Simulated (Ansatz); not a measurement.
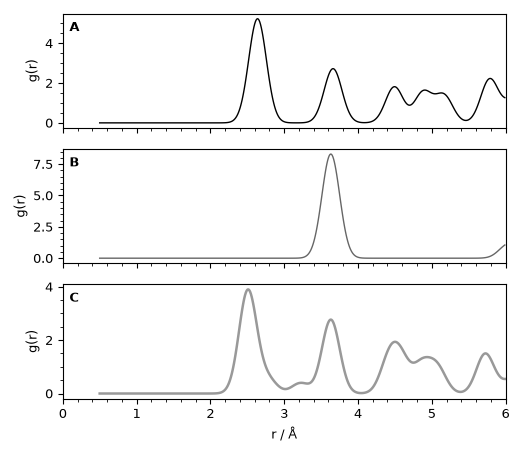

Element-resolved g(r), computed from the atomic positions of Si3Ge, each distance broadened by a Gaussian of σ = 0.12 Å. It is based on the geometry relaxed with DFT PBE, scalar-relativistic, plane waves, PAW in Ansatz; the starting structure was generated, so it need not be a known form of this composition.

```
CELL_PARAMETERS angstrom
3.64117 0.00000 0.00000
-1.82058 3.15334 0.00000
0.00000 0.00000 6.02606
ATOMIC_POSITIONS crystal
Si 0.00000 0.00000 0.76818
Si 0.33333 0.66667 0.00000
Si 0.00000 0.00000 0.23182
Ge 0.66667 0.33333 0.50000
```

Which pair of elements belongs to which panel?

Answer. panel A is Si–Ge (first distance 2.65 Å); panel B is Ge–Ge (first distance 3.64 Å); panel C is Si–Si (first distance 2.52 Å).

Tabulate the first and second shells, merging distances less than 0.12 Å apart and averaging over sites.

Answer.
```
 pair  first shell (Å)  neighbours in it  second shell (Å)  neighbours in the second
Si–Ge             2.65       2 Ge per Si              3.67                         2
Ge–Ge             3.64       6 Ge per Ge  beyond the range                         –
Si–Si             2.52       4 Si per Si              2.79                      0.67
```
